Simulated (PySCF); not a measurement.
C$_{5}$H$_{12}$OSSi

The calculation's input:

```
{"job": {"kind": "nmr", "xc": "PBE0", "basis": "pcSseg-1"}, "charge": 0, "multiplicity": 1}
C     -2.297767     1.262254     0.157735
C     -1.784891     0.041674     0.091666
C     -2.354595    -1.017394    -0.799805
C     -0.566860    -0.351537     0.860298
Si     0.989912    -0.148726    -0.204329
S      1.159714     1.881300    -0.906902
O      2.216988    -0.478339     0.791671
C      3.580537    -0.250508     0.577654
H     -3.161044     1.550565    -0.417827
H     -1.887218     2.016596     0.808086
H     -1.596117    -1.368217    -1.498084
H     -2.678759    -1.871786    -0.206467
H     -3.205728    -0.641987    -1.361624
H     -0.642058    -1.389881     1.177492
H     -0.469989     0.263031     1.755490
H      1.019458    -0.996661    -1.397693
H     -0.143122     2.091755    -1.014483
H      3.966166    -0.938269    -0.177324
H      3.750872     0.773640     0.240030
H      4.099351    -0.416831     1.521380
```

Launched as:

```sh
OMP_NUM_THREADS=1 python probes_run.py task.json out
```

Geometry: GFN2-xTB.

Theory: PBE0/pcSseg-1, SCF density, gas phase, non-relativistic in PySCF 2.14.0.

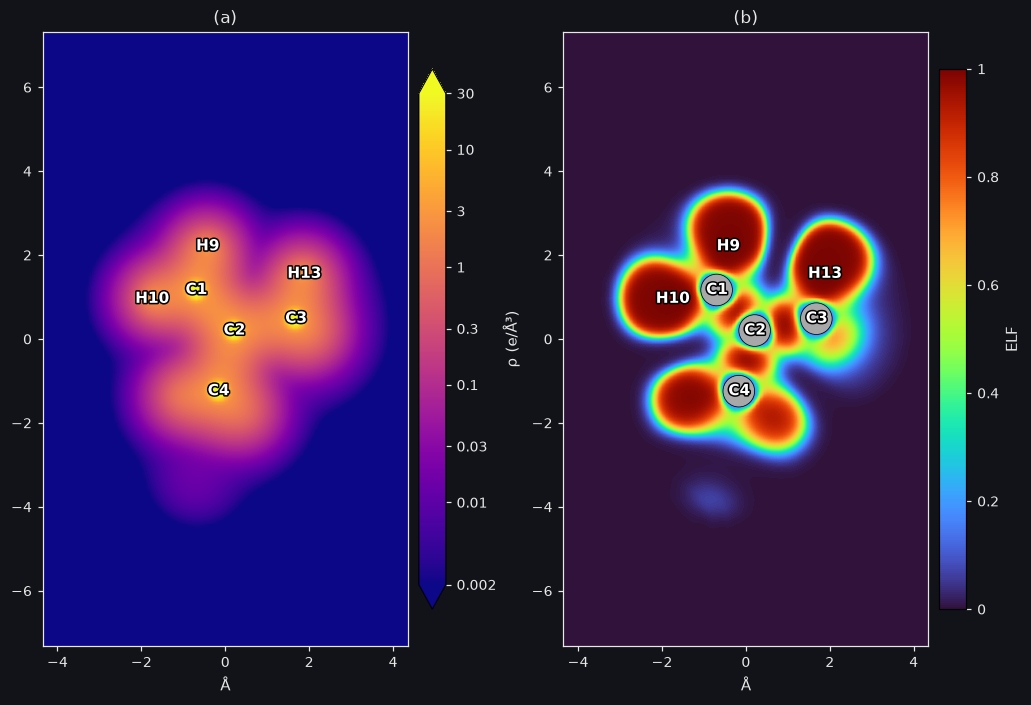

Figure 1. (a) total electron density; (b) electron localisation function on the plane of atoms C2, C1 and H9. Grey discs cover the atomic cores in the ELF map.

### What do the fields say about this system?

The section cuts through C and H sites. C–C (1.33 Å): ρ at the midpoint is about 2.3 e/Å³; the ELF peaks at about 0.95 between the atoms; a short, multiple covalent bond. C–H (1.08 Å): ρ at the midpoint is about 2 e/Å³; the ELF climbs to about 1 towards the hydrogen, as it does in any bond to H (an ordinary covalent bond to hydrogen). C–C (1.49 Å): ρ is about 1.7 e/Å³ halfway; the ELF peaks at about 0.95 between the atoms, as expected for localised, covalent bonding.

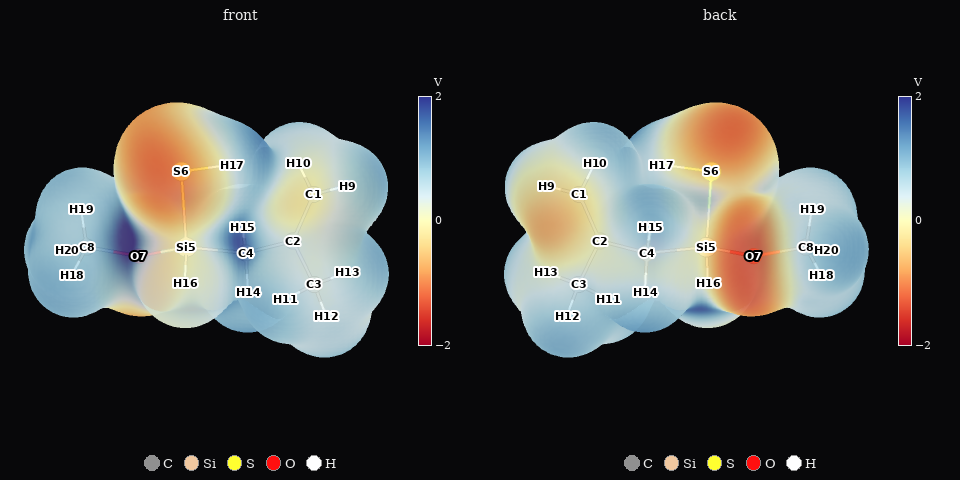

Figure 2. The molecular electrostatic potential painted on the density surface at 0.004 e/bohr³, seen from the front and from behind; the colour scale runs from red (negative) to blue (positive).

### Which sites attract a positive test charge, and which a negative one?

A positive charge is drawn to the negative regions and a negative charge to the positive ones. The most negative region (about −1.3 V) lies over O7, the most positive (about +1.9 V) over Si5. O7 is the likeliest acceptor of a hydrogen bond.
